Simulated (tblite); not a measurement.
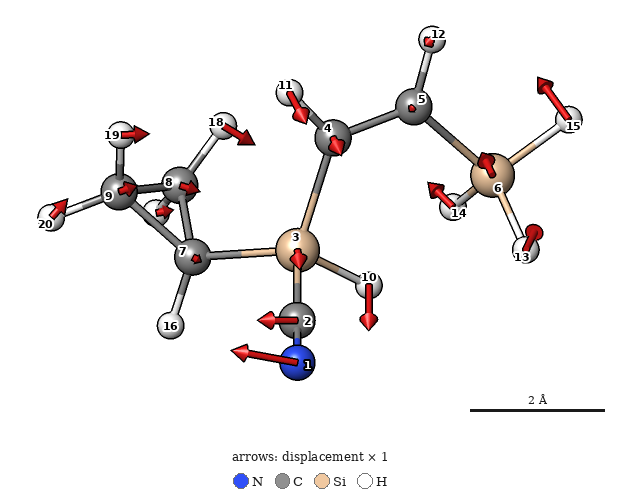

A relaxation of C$_{6}$H$_{11}$NSi$_{2}$. The starting structure is drawn; red arrows show the displacements, at their true length. The two geometries are superimposed by the best rigid fit.

The picture is a ball-and-stick view, seen from a free direction.

Theory: GFN2-xTB geometry optimisation, gas phase (tblite). 

Question: What happened in the run?

Answer: Over 168 geometry steps the energy falls by 15.0 kcal/mol. The atom that moves furthest after the best rigid fit is the N atom (1.08 Å). By element the largest moves are N 1.08 Å, H 0.93 Å, C 0.68 Å, Si 0.58 Å. Among the contacts that change: Si–Si 3.251 → 3.591 Å, C–Si 1.825 → 1.883 Å, C–H 1.123 → 1.080 Å, C–C 1.521 → 1.491 Å. Bond angles that change, for instance: C–Si–H 105.5° → 114.7°, H–C–H 120.3° → 113.6°, C–C–H 112.1° → 118.7°. Groups turn about C–Si by about 35°.
